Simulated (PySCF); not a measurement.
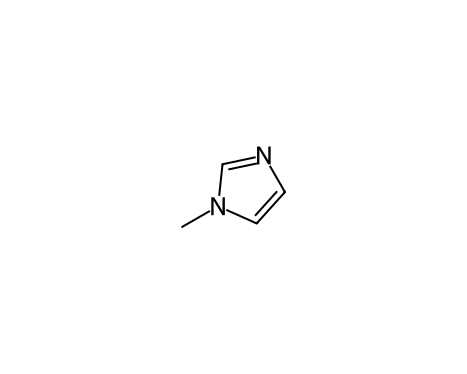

Skeletal drawing of a molecule.

Transcribe the drawing into SMILES.

Cn1ccnc1

What is the molecular formula?

C4H6N2.

More results for the same structure follow; atom numbers are the same in all pictures, views and colours differ. Computed geometry: GFN2-xTB optimisation. No frequency run is at hand to confirm it as a minimum.

## Shape

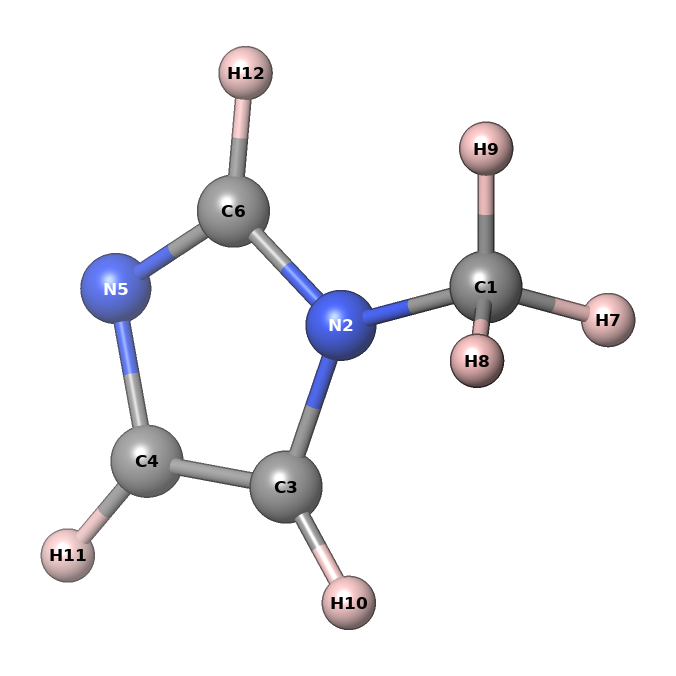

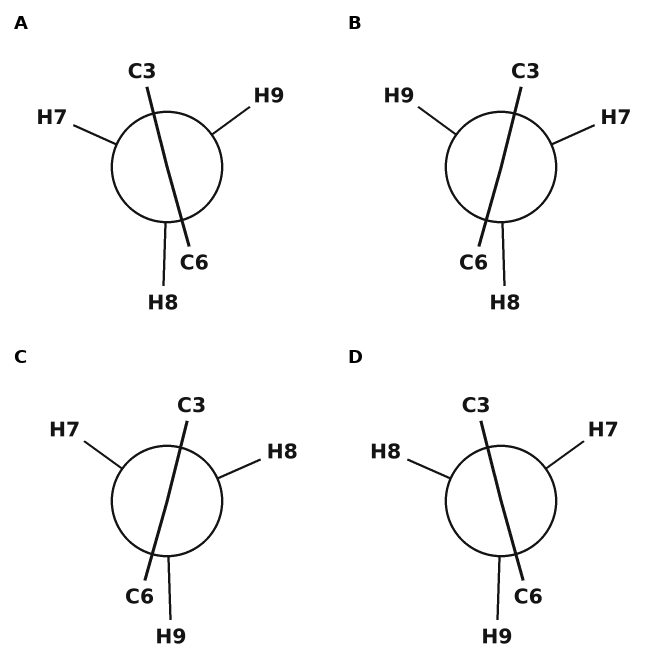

Depth is shown by fading: the farther an atom, the more it takes the colour of the background. Bonds that would overlap in a projection are set slightly apart. No frequency run is at hand to confirm it as a minimum.

Which Newman projection shows the view along N2–C1, with N2 in front?

D. The torsion angle C3–N2–C1–H7 is 68°, synclinal (gauche).

## Electronic properties

No frequency run is at hand to confirm it as a minimum. Properties computed with CAM-B3LYP/def2-SVPD, gas phase (PySCF 2.14.0). Excitations: vertical, linear response.

Estimate the dipole moment.

4.17 D.

Give the brightest of the 8 lowest singlets at this level.

6.55 eV.

Estimate the HOMO energy (Kohn–Sham orbital).

−7.91 eV.

What is the lowest vertical singlet excitation?

6.34 eV.

## Core levels

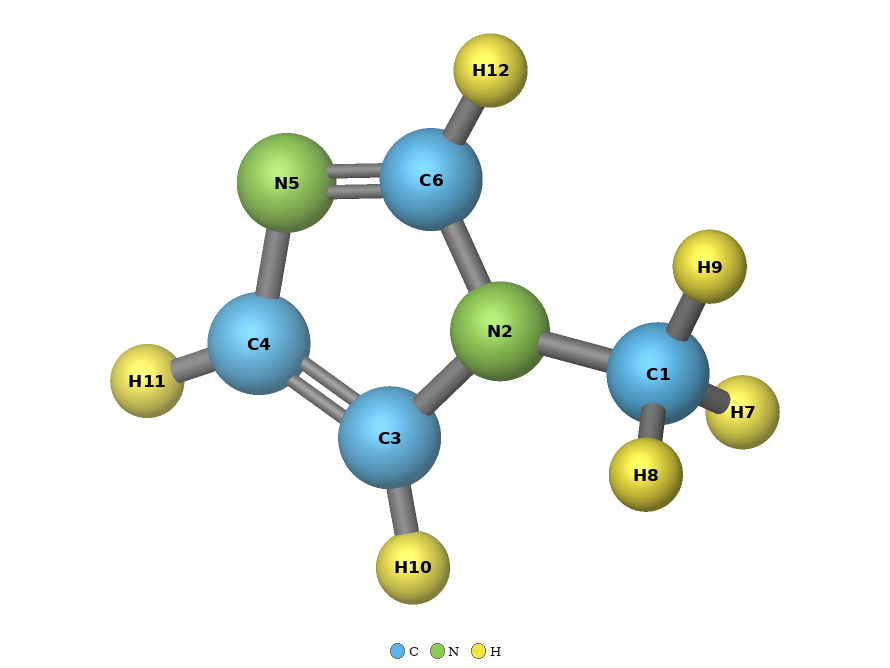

No frequency run is at hand to confirm it as a minimum. Level of theory: delta-SCF UKS SCAN, pcX-2 on the ionised atom, pcseg-1 elsewhere, spin-free X2C (PySCF 2.14.0).

Give the core-electron binding energies (to vacuum) of C1 1s, N2 1s, C3 1s, C4 1s, N5 1s, C6 1s.

| atom | level | binding energy (eV) |
| --- | --- | --- |
| C1 | 1s | 292.5 |
| N2 | 1s | 406.5 |
| C3 | 1s | 290.8 |
| C4 | 1s | 290.5 |
| N5 | 1s | 404.0 |
| C6 | 1s | 291.5 |

## Polarisability

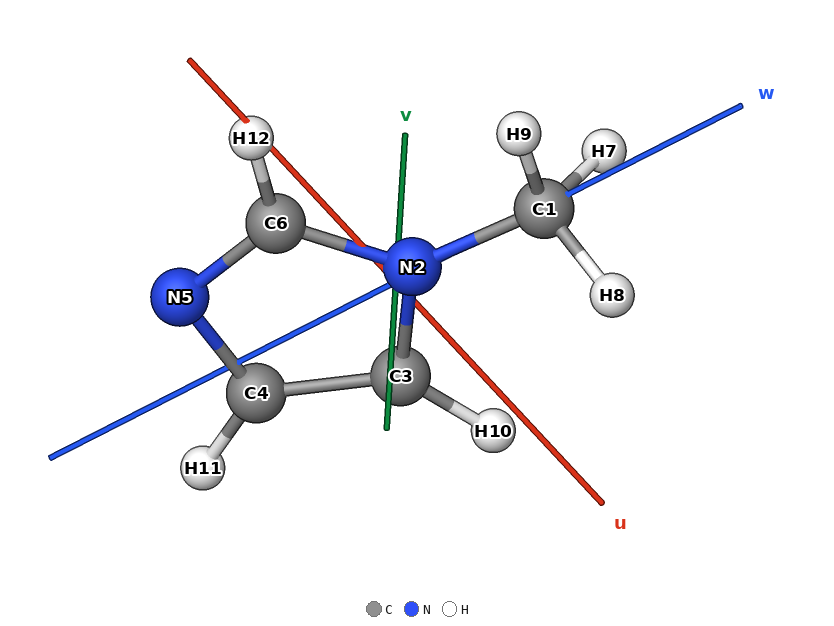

The lines u, v and w are the principal axes of the static dipole polarisability. No frequency run is at hand to confirm it as a minimum. Method: CAM-B3LYP/def2-SVPD (PySCF 2.14.0).

Along which axis is the molecule most polarisable, and along which least?

Most along w (nearly parallel to the C1–N2 bond), least along v.

Give the three principal values.

u 63.0, v 40.6, w 71.1 bohr³; mean 58.2, anisotropy 27.4 bohr³.
